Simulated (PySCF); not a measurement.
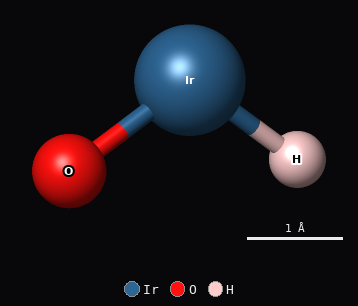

The structure (ball-and-stick view, seen at a tilt). Sticks mark near contacts. Bond lengths as drawn: H–Ir 1.56 Å and Ir–O 1.67 Å.

## Run report: IrOH, frequency calculation

System: IrOH.
Method: RKS-based PBE0, Ir def2-TZVP with ECP60, O def2-TZVP, H def2-TZVP; non-relativistic Hamiltonian with a scalar-relativistic core potential; density fitting (PySCF 2.14.0).

Input:
```python
from pyscf import gto, scf, dft
mol = gto.M(atom='''
Ir     0.098527     0.000000    -0.076076
O     -1.276369     0.000000     0.868237
H      1.401303     0.000000     0.781626''',
    basis={'Ir': 'def2-TZVP', 'O': 'def2-TZVP', 'H': 'def2-TZVP'},
    ecp={'Ir': 'def2-TZVP'},
    charge=0, spin=0)
mf = dft.RKS(mol, xc='PBE0')
mf.grids.atom_grid = (75, 302)
aux = {'Ir': 'def2-universal-JKFIT', 'O': 'def2-universal-JKFIT', 'H': 'def2-universal-JKFIT'}
mf = mf.density_fit(auxbasis=aux)
mf.conv_tol = 1e-09
mf.diis_space = 10
mf.max_cycle = 60
mf.verbose = 4
mf.kernel()
```

The script is an equivalent of the set-up of the self-consistent field. The run itself was carried out by a driver, which started from the orbitals of the step before it where there was one and computed the further properties.

Launched with:
```bash
OMP_NUM_THREADS=2 python axn.py task.json out
```

What the program printed:
```
init E= -180.017928174293
  HOMO = -0.253914512408549  LUMO = -0.15958851977285  gap/eV = 2.56674
cycle= 1 E= -180.017928174163  delta_E= 1.3e-10  |g|= 2.92e-05  |ddm|= 2.36e-05
  HOMO = -0.253918740306219  LUMO = -0.159593221373516  gap/eV = 2.56673
cycle= 2 E= -180.017928172529  delta_E= 1.63e-09  |g|= 9.83e-05  |ddm|= 6.32e-05
  HOMO = -0.253917455801112  LUMO = -0.15959164145637  gap/eV = 2.56674
cycle= 3 E= -180.01792817429  delta_E= -1.76e-09  |g|= 1.31e-05  |ddm|= 5.07e-05
  HOMO = -0.25391622275739  LUMO = -0.159590349019741  gap/eV = 2.56674
cycle= 4 E= -180.017928174325  delta_E= -3.53e-11  |g|= 2.47e-07  |ddm|= 9.92e-06
  HOMO = -0.253916230882837  LUMO = -0.159590359971126  gap/eV = 2.56674
Extra cycle  E= -180.017928174327  delta_E= -2.07e-12  |g|= 3.26e-07  |ddm|= 9.72e-07
converged SCF energy = -180.017928174327
```

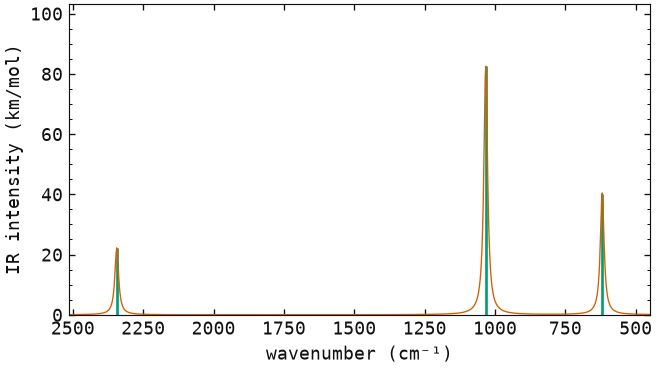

Harmonic infrared spectrum, unscaled: sticks (degenerate modes added up, dark ones marked on the axis) with a Lorentzian envelope of 16 cm⁻¹ full width, scaled to the tallest stick. 3 modes from 619 to 2344 cm⁻¹, none imaginary. The strongest line is at 1033 cm⁻¹ (82 km/mol). All modes, in cm⁻¹ (km/mol): 619 (40), 1033 (82), 2344 (22).

Results in brief:

- outcome: converged
- total energy: −180.017928 hartree
- HOMO: −6.91 eV
- LUMO: −4.34 eV
- zero-point energy: 0.009104 hartree
- dipole moment: 2.35 D
- wavenumbers, lowest and highest: 619 and 2344 cm⁻¹
- hardware: 2 threads of Intel Xeon (Sapphire Rapids), 64 GiB of memory available, shared host
- wall time: 23 s (CPU time 45 s)
- peak memory: 0.75 GiB
